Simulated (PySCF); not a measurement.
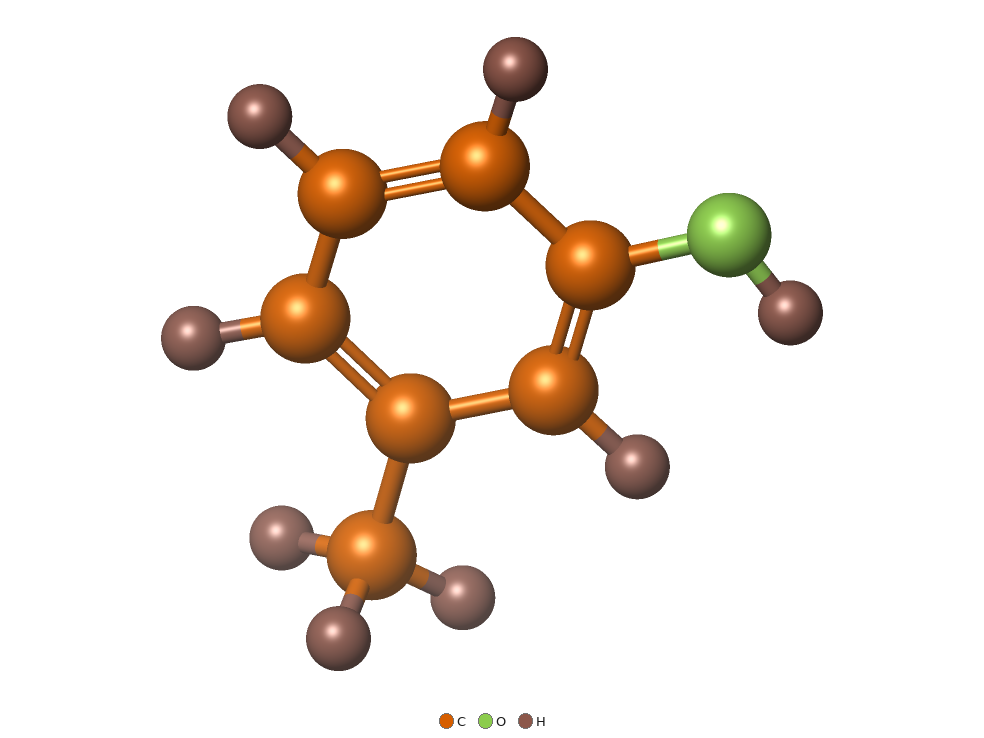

Multiple sticks mark multiple bonds (one Kekulé form).

Identify the structure.

Formula C₇H₈O. Its SMILES string is `Cc1cccc(O)c1`. Independent rings (smallest set): 1 of 6 members, 1 of them aromatic. Among its groups: phenol. The point group is C1. Coordination: 1 C tetrahedral; 6 C trigonal planar; 1 O bent.

More results for the same structure follow; atom numbers are the same in all pictures, views and colours differ. The geometry was computed by an optimisation with PBE0-D3(BJ)/def2-TZVP. No frequency run is at hand to confirm it as a minimum.

### Geometry

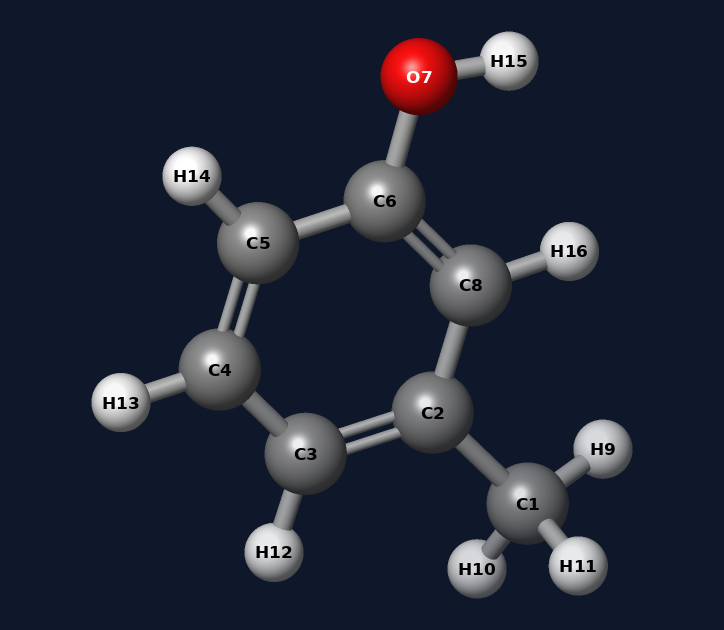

Numbered structure. No frequency run is at hand to confirm it as a minimum.

List the bonds and their lengths.

```csv
bond,length (Å),order
C1–C2,1.499,single
C1–H9,1.091,single
C1–H10,1.092,single
C1–H11,1.094,single
C2–C3,1.391,aromatic
C2–C8,1.390,aromatic
C3–C4,1.387,aromatic
C3–H12,1.084,single
C4–C5,1.384,aromatic
C4–H13,1.084,single
C5–C6,1.389,aromatic
C5–H14,1.083,single
C6–O7,1.357,single
C6–C8,1.390,aromatic
O7–H15,0.961,single
C8–H16,1.087,single
```

### NMR shielding

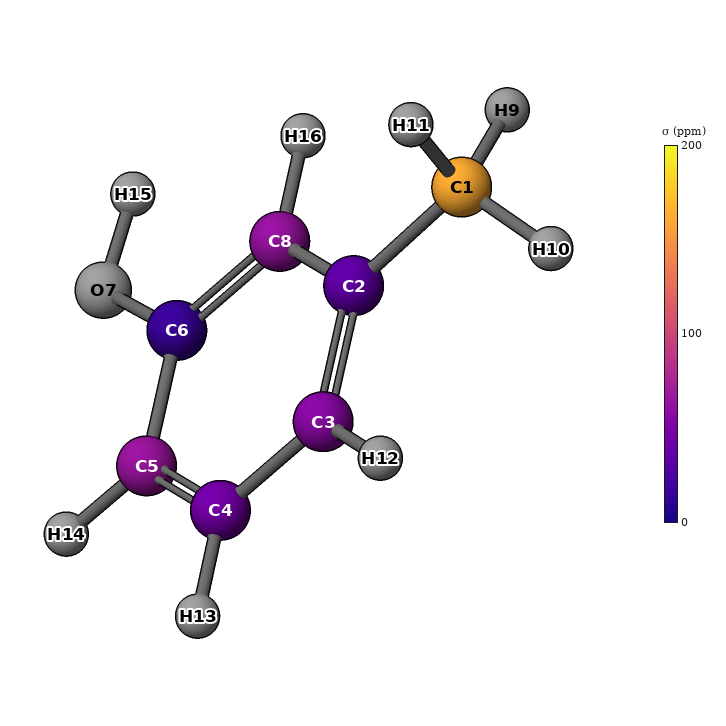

Atoms are coloured by their isotropic NMR shieldings (C only, the others grey). No frequency run is at hand to confirm it as a minimum. Method: GIAO PBE0/pcSseg-2 NMR shielding, non-relativistic, gas phase (PySCF 2.14.0).

Give the isotropic NMR shieldings of the C atoms atom by atom.

```csv
atom,σ (ppm)
C1,161.8
C2,35.5
C3,57.1
C4,45.8
C5,66.0
C6,17.8
C8,64.3
```

### Dipole moment

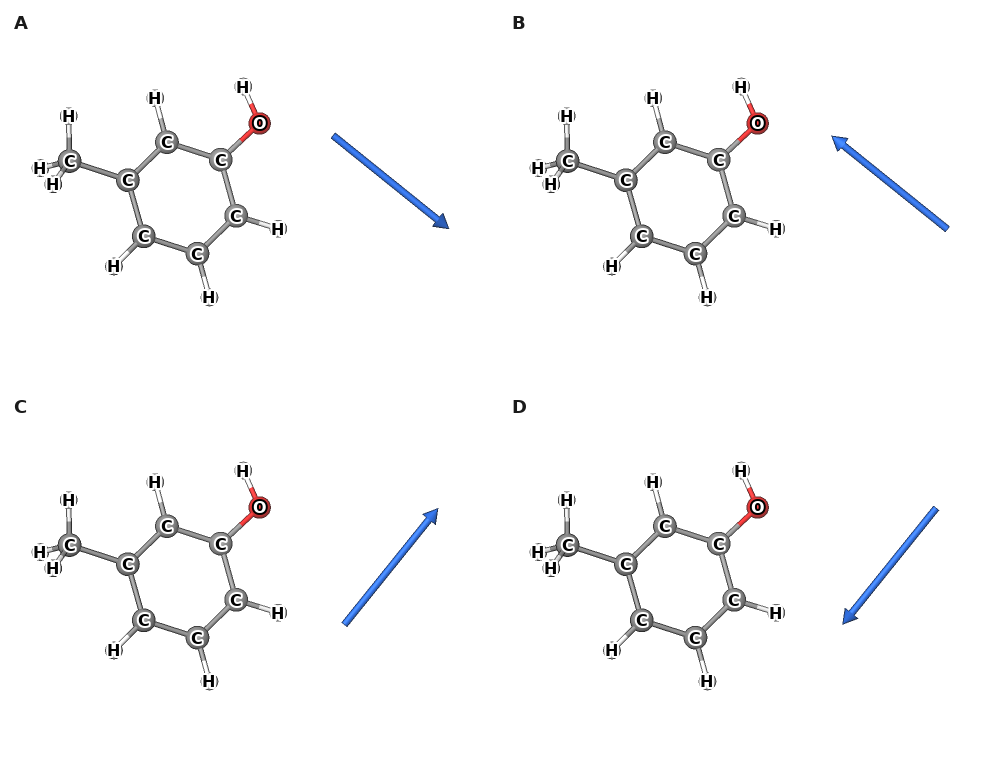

The same molecule four times, each with an arrow. No frequency run is at hand to confirm it as a minimum. Level of theory: PBE0/pcSseg-2, gas phase (PySCF 2.14.0).

> Which arrow points along the dipole moment, from the negative to the positive end?

B. The dipole moment is 1.66 D.

### Ring current

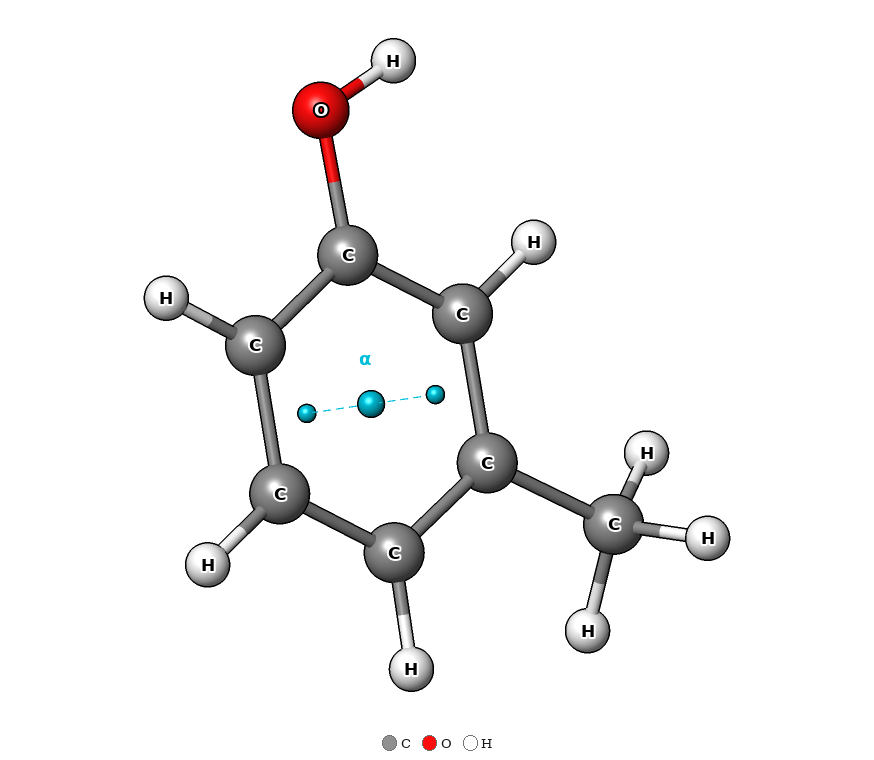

The small points mark where nucleus-independent chemical shifts (NICS) were computed: at the centre of each lettered ring and 1 Å above and below it. No frequency run is at hand to confirm it as a minimum. Level of theory: GIAO PBE0/pcSseg-2 NMR shielding, non-relativistic, gas phase (PySCF 2.14.0).

Give NICS(0), NICS(1) and the out-of-plane component NICS(1)zz for each ring (means of the two sides).

| ring | members | NICS(0) | NICS(1) | NICS(1)zz |
| --- | --- | --- | --- | --- |
| α | C6 | −8.9 | −9.2 | −25.9 |

Values in ppm.

> What do the values say about the ring currents?

Ring α: diatropic, as in an aromatic ring. NICS is one index among several.

### Charges

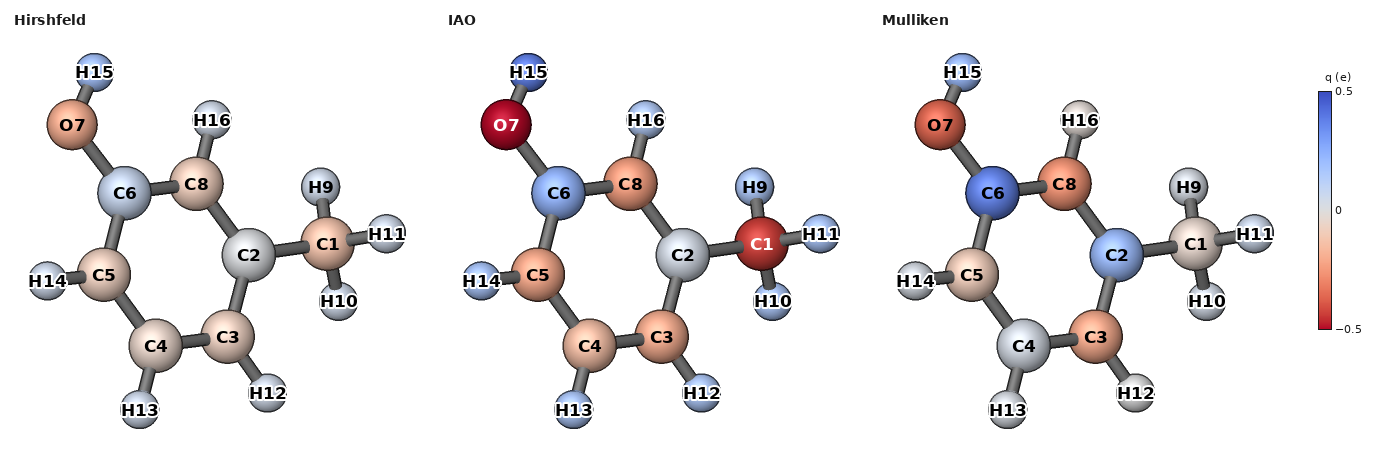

Atomic charges of one calculation by 3 schemes, on one colour scale. No frequency run is at hand to confirm it as a minimum. Level of theory: PBE0/pcSseg-2 (PySCF 2.14.0).

> Which scheme gives the most polar picture (largest mean size of the charges)?

The IAO charges are the largest in size here, and the Hirshfeld charges the smallest.

> On which atom do the schemes disagree most?

On C1 (from −0.44 to −0.04 e).

List the charges (e), one line for each set of equivalent atoms.

| atom | Hirshfeld | IAO | Mulliken |
| --- | --- | --- | --- |
| C1 | −0.12 | −0.44 | −0.04 |
| C2 | 0.01 | 0.03 | 0.20 |
| C3 | −0.07 | −0.19 | −0.20 |
| C4 | −0.05 | −0.14 | 0.03 |
| C5 | −0.08 | −0.20 | −0.09 |
| C6 | 0.07 | 0.23 | 0.37 |
| O7 | −0.19 | −0.49 | −0.36 |
| C8 | −0.09 | −0.23 | −0.26 |
| H9 | 0.05 | 0.15 | 0.03 |
| H10 | 0.05 | 0.15 | 0.04 |
| H11 | 0.05 | 0.16 | 0.06 |
| H12 | 0.05 | 0.15 | 0.00 |
| H13 | 0.05 | 0.16 | 0.02 |
| H14 | 0.05 | 0.16 | 0.03 |
| H15 | 0.18 | 0.37 | 0.20 |
| H16 | 0.04 | 0.14 | −0.02 |

Mulliken values depend strongly on the basis set and can even reverse the polarity of a bond.
